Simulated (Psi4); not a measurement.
**C2HNa (SMILES C#[C][Na]), step by step**

Wanted: a structure relaxation (SVWN-RPA/aug-cc-pVDZ), then the harmonic vibrations, then the excited states (TDA-SVWN-RPA/aug-cc-pVDZ) of C2HNa. 

The results are computed with Psi4 1.11.

## 1. The system as given

C2HNa has 4 atoms, charge 0, and is taken as a singlet. SMILES: `C#[C][Na]`. All atoms were displaced at random from a relaxed shape. The run starts from this shape.

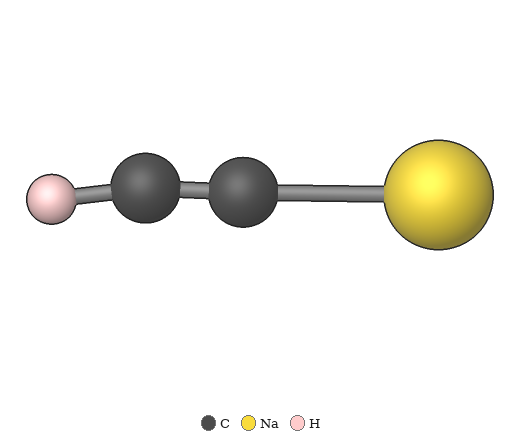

The structure, seen from a chosen angle (carbon dark grey, sodium yellow, hydrogen pink).

## 2. A geometry optimisation at SVWN-RPA/aug-cc-pVDZ (density fitting) (run 1)

File c2hna.xyz:

```xyz
4
C2HNa
C     -0.047632     0.895715    -0.125600
C      0.024788    -0.237601     0.040609
Na     0.241511    -2.499029     0.372920
H     -0.272291     1.957559    -0.367272
```

File c2hna.py:

```python
import psi4

psi4.set_memory('1600 MB')
psi4.set_num_threads(1)
psi4.set_output_file('psi4.out', False)

with open('c2hna.xyz') as f:
    atoms = ''.join(f.readlines()[2:])
m = psi4.geometry('0 1\n' + atoms + '')

psi4.set_options({
    'basis': 'aug-cc-pVDZ',
    'geom_maxiter': 60,
})

E, wfn = psi4.optimize("SVWN", return_wfn=True)
print(f'total energy {E:.8f} hartree = {E * 27.211386:.5f} eV')
m.save_xyz_file('final.xyz', False)
```

On the command line:

```
python c2hna.py
```

psi4.out:

```text
[...]
  Running in c1 symmetry.
[...]
  Nuclear repulsion =   47.498505110896460
[...]
  Multiplicity = 1
[...]
  Nalpha       = 12
  Nbeta        = 12
[...]
    Number of basis functions: 82
[...]
   @DF-RKS iter   1:  -237.40152575645197   -1.01380e-01   1.03394e-02 DIIS/ADIIS
[...]
   @DF-RKS iter   7:  -237.93417000577858   -2.55795e-12   1.07798e-09 DIIS
[...]
  @DF-RKS Final Energy:  -237.93417000577858
   => Energetics <=
    Nuclear Repulsion Energy =             47.1406357269587488
    One-Electron Energy =                -424.9937082537397259
    Two-Electron Energy =                 164.3922892736505332
    DFT Exchange-Correlation Energy =     -24.4733867526481461
    Empirical Dispersion Energy =           0.0000000000000000
    VV10 Nonlocal Energy =                  0.0000000000000000
    Total Energy =                       -237.9341700057785829
[...]
  -Total Gradient:
     Atom            X                  Y                   Z
    ------   -----------------  -----------------  -----------------
       1        0.000119647282    -0.000045793370     0.000036353788
       2       -0.000196460916     0.000043252214    -0.000034578119
       3        0.000076338406    -0.000020806513     0.000010940346
       4        0.000005991619     0.000001800062    -0.000008868606
[...]
    Final optimized geometry and variables:
    Molecular point group: c1
    Full point group: C1
    Geometry (in Angstrom), charge = 0, multiplicity = 1:
    C           -0.205863266385     1.891560689840    -0.306685518504
    C           -0.095264125892     0.673491105257    -0.111663044043
    NA           0.170689960742    -1.468474545484     0.239330784156
    H           -0.308182570349     2.956137584143    -0.478234558427
[...]
```

The script printed:

```text
Optimizer: Optimization complete!
total energy -237.93417001 hartree = -6474.51854 eV
```

It took 16 s on 1 thread of Intel Xeon 6975P-C (Granite Rapids), shared host; peak memory 0.39 GiB.

Steps, from the record of the run:

```tsv
step	energy from the first frame kept (eV)	largest force (eV/Å)
0	0.0000	11.9979
1	-0.5022	1.3249
2	-0.5202	0.2282
3	-0.5221	0.1088
4	-0.5237	0.1041
5	-0.5238	0.0434
6	-0.5239	0.0105
```

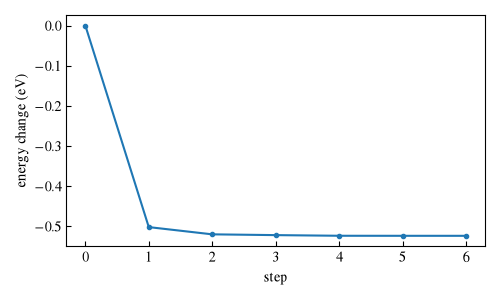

Energy along the run.

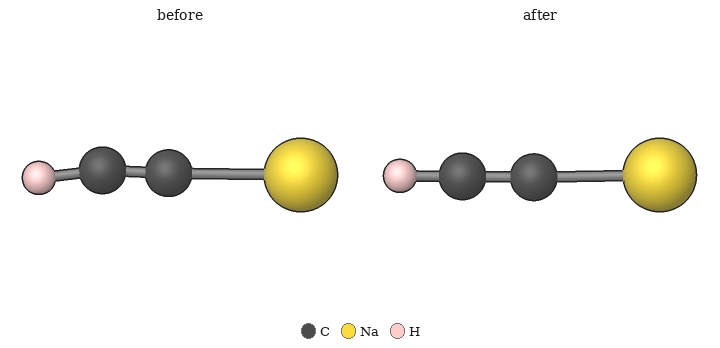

Before and after, at one scale.

After the run. Bond lengths: C1–C2 1.239 Å, C2–Na3 2.187 Å, C1–H4 1.083 Å. Angles: C1–C2–Na3 178.1°, C2–C1–H4 179.7°.

## 3. Vibrational wavenumbers at SVWN-RPA/aug-cc-pVDZ (density fitting) (run 2)

File calc.in:

```
memory 1600 MB

molecule m {
  C      0.000000     0.000000    -0.895030
  C      0.000000     0.000000     0.343319
  Na     0.000000     0.000000     2.529819
  H      0.000000     0.000000    -1.978108
}

set {
  t                          600.0
  rotational_symmetry_number 1
}

E, wfn = frequencies('svwn/aug-cc-pVDZ', return_wfn=True)
print_variables()
```

On the command line:

```
psi4 -n 1 calc.in calc.out
```

calc.out:

```text
[...]
  Running in c2v symmetry.
[...]
  Nuclear repulsion =   47.145268261794136
[...]
  Multiplicity = 1
[...]
  Nalpha       = 12
  Nbeta        = 12
[...]
    Number of basis functions: 82
[...]
   @DF-RKS iter   1:  -237.48672012723705   -2.30490e-01   1.65809e-02 DIIS/ADIIS
[...]
  -Total Gradient:
     Atom            X                  Y                   Z
    ------   -----------------  -----------------  -----------------
       1        0.000000000000     0.000000000000     0.000320578351
       2        0.000000000000     0.000000000000    -0.000338873776
       3        0.000000000000    -0.000000000000    -0.000005078297
       4        0.000000000000    -0.000000000000     0.000045987229
[...]
   @DF-RKS iter  11:  -237.93417485415225   -1.04592e-11   9.29573e-09 DIIS
[...]
  @DF-RKS Final Energy:  -237.93417485415225
   => Energetics <=
    Nuclear Repulsion Energy =             47.1452682617941363
    One-Electron Energy =                -425.0032981747062877
    Two-Electron Energy =                 164.3974704670222877
    DFT Exchange-Correlation Energy =     -24.4736154082623720
    Empirical Dispersion Energy =           0.0000000000000000
    VV10 Nonlocal Energy =                  0.0000000000000000
    Total Energy =                       -237.9341748541522463
[...]
  ==> Harmonic Vibrational Analysis <==
[...]
  Freq [cm^-1]                 66.8381             66.8381             321.2385
[...]
  IR activ [km/mol]            63.4529             63.4529             59.1575
[...]
  Freq [cm^-1]                 597.6137            597.6137           1981.5519
[...]
  IR activ [km/mol]            67.0550             67.0550              3.2715
[...]
  Freq [cm^-1]                3368.7375
[...]
  IR activ [km/mol]            20.4532
[...]
  Total E_0, Enthalpy at 0 [K]                                                         -237.91822670 [Eh]
[...]
```

Standard output:

```text
Warning: used thermodynamics relations inappropriate for low-frequency modes: ['66.8381' '66.8381' '321.2385' '597.6137' '597.6137']
```

Wall time 24 s (1 thread of Intel Xeon 6975P-C (Granite Rapids), shared host); peak memory 0.41 GiB.

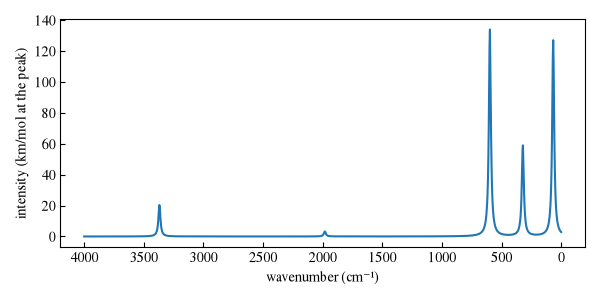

Harmonic infrared spectrum, unscaled, lines broadened by 10 cm⁻¹.

## 4. The vertical excitations at TDA-SVWN-RPA/aug-cc-pVDZ (density fitting, save jk yes) (run 3)

File c2hna.xyz:

```xyz
4
C2HNa
C     -0.101614     0.900222    -0.157026
C      0.008986    -0.317847     0.037997
Na     0.274940    -2.459813     0.388991
H     -0.203933     1.964799    -0.328575
```

File calc.py:

```python
import psi4

psi4.set_memory(1600000000)
psi4.set_num_threads(1)
psi4.core.set_output_file('output.dat', False)

with open('c2hna.xyz') as f:
    atoms = ''.join(f.readlines()[2:])
molecule = psi4.geometry('0 1\n' + atoms + '')

psi4.set_options({
    'basis': 'aug-cc-pVDZ',
    'reference': 'rks',
    'save_jk': True,
})

from psi4.driver.procrouting.response.scf_response import tdscf_excitations
E, wfn = psi4.energy('SVWN', return_wfn=True)
states = tdscf_excitations(wfn, states=4, tda=True)
for k, s in enumerate(states, 1):
    print(f"root {k}: {s['EXCITATION ENERGY'] * 27.211386:.4f} eV  f = {s['OSCILLATOR STRENGTH (LEN)']:.4f}  {s['SYMMETRY']}")
print(f'SVWN energy: {E:.10f} Eh')
```

On the command line:

```
python calc.py
```

output.dat:

```text
[...]
  Running in c1 symmetry.
[...]
  Nuclear repulsion =   47.140638374459456
[...]
  Multiplicity = 1
[...]
  Nalpha       = 12
  Nbeta        = 12
[...]
    Number of basis functions: 82
[...]
   @DF-RKS iter   1:  -237.48682909490989   -2.30747e-01   9.66227e-03 DIIS/ADIIS
[...]
   @DF-RKS iter  10:  -237.93417000635390   -7.07868e-09   1.05961e-07 DIIS
[...]
  @DF-RKS Final Energy:  -237.93417000635390
   => Energetics <=
    Nuclear Repulsion Energy =             47.1406383744594564
    One-Electron Energy =                -424.9936580753246744
    Two-Electron Energy =                 164.3922299719486375
    DFT Exchange-Correlation Energy =     -24.4733802774373288
    Empirical Dispersion Energy =           0.0000000000000000
    VV10 Nonlocal Energy =                  0.0000000000000000
    Total Energy =                       -237.9341700063538951
[...]
 Multipole Moments:
 ------------------------------------------------------------------------------------
     Multipole            Electronic (a.u.)      Nuclear  (a.u.)        Total (a.u.)
 ------------------------------------------------------------------------------------
 L = 1.  Multiply by 2.5417464519 to convert [e a0] to [Debye]
 Dipole X            :          0.8089706           -0.4485408            0.3604297
 Dipole Y            :         -6.9847425            4.1446008           -2.8401417
 Dipole Z            :          1.1381839           -0.6721522            0.4660317
 Magnitude           :                                                    2.9006034
[...]
                                    Excitation Energy         Total Energy        Oscillator Strength             Rotatory Strength
[...]
Excited State    1 (1 A):   0.12004 au   379.58 nm f = 0.0027
[...]
Excited State    2 (1 A):   0.12004 au   379.55 nm f = 0.0027
[...]
```

Standard output:

```text
root 1: 3.2664 eV  f = 0.0027  A
root 2: 3.2666 eV  f = 0.0027  A
root 3: 4.3181 eV  f = 0.1571  A
root 4: 4.8907 eV  f = 0.0000  A
SVWN energy: -237.9341700064 Eh
```

Wall time 6 s (1 thread of Intel Xeon 6975P-C (Granite Rapids), shared host); peak memory 0.32 GiB.

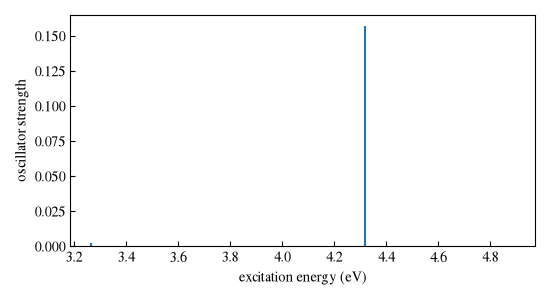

Vertical excitations as sticks.

The roots found:

```tsv
excited state	energy (eV)	strength	label
1	3.266	0.0027	A 1
2	3.267	0.0027	A 1
3	4.318	0.1571	A 1
4	4.891	0.0000	A 1
```

## 5. Results

| quantity | value |
| --- | --- |
| run 1, SVWN-RPA/aug-cc-pVDZ: total energy at the end | -237.93417 Eh |
| run 1, SVWN-RPA/aug-cc-pVDZ: dipole moment | 7.37 D |
| run 1, SVWN-RPA/aug-cc-pVDZ: HOMO energy | -5.42 eV |
| run 1, SVWN-RPA/aug-cc-pVDZ: LUMO energy | -2.18 eV |
| run 1, SVWN-RPA/aug-cc-pVDZ: HOMO–LUMO gap | 3.25 eV |
| run 2, SVWN-RPA/aug-cc-pVDZ: lowest harmonic wavenumber | 67 cm⁻¹ |
| run 2, SVWN-RPA/aug-cc-pVDZ: highest harmonic wavenumber | 3369 cm⁻¹ |
| run 2, SVWN-RPA/aug-cc-pVDZ: zero-point energy | 41.9 kJ/mol |
| run 2, SVWN-RPA/aug-cc-pVDZ: ideal-gas entropy at 600 K (symmetry number 1 as used) | 75.5 cal/(mol K) |
| run 3, TDA-SVWN-RPA/aug-cc-pVDZ: ground-state or mean-field energy | -237.93417 Eh |
| run 3, TDA-SVWN-RPA/aug-cc-pVDZ: dipole moment (SVWN-RPA Kohn–Sham density) | 7.37 D |
| run 3, TDA-SVWN-RPA/aug-cc-pVDZ: HOMO energy (SVWN-RPA Kohn–Sham orbitals) | -5.42 eV |
| run 3, TDA-SVWN-RPA/aug-cc-pVDZ: LUMO energy (SVWN-RPA Kohn–Sham orbitals) | -2.18 eV |
| run 3, TDA-SVWN-RPA/aug-cc-pVDZ: HOMO–LUMO gap (SVWN-RPA Kohn–Sham orbitals) | 3.25 eV |
| run 3, TDA-SVWN-RPA/aug-cc-pVDZ: lowest excitation energy | 3.27 eV |

The optimisation (run 1, SVWN-RPA/aug-cc-pVDZ) took 7 steps and changed the energy by -0.524 eV. All 7 modes (run 2, SVWN-RPA/aug-cc-pVDZ) are real, so the shape is a minimum at this level. The brightest of the 4 transitions from the ground state lies at 4.32 eV (287 nm, f = 0.157); the lowest, at 3.27 eV, has f = 0.003.
